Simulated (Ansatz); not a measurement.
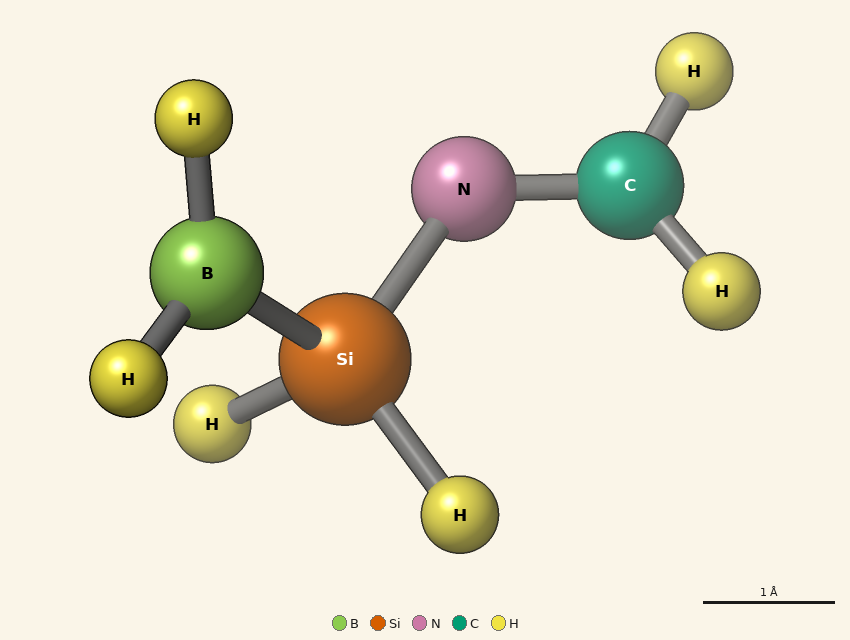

Depth is shown by fading: the farther an atom, the more it takes the colour of the background. The computed structure is the end point of a PBE-D4/def2-SVP optimisation. No frequency run is at hand to confirm it as a minimum. Masses are those of the most abundant isotopes; constants are for the rigid equilibrium geometry.

Question: What kind of rotor is it, and what are its rotational constants in cm⁻¹?

Answer: An asymmetric top (C1): A = 0.505, B = 0.108, C = 0.0980 cm⁻¹. Ray's parameter κ is −0.95, close to the prolate limit.
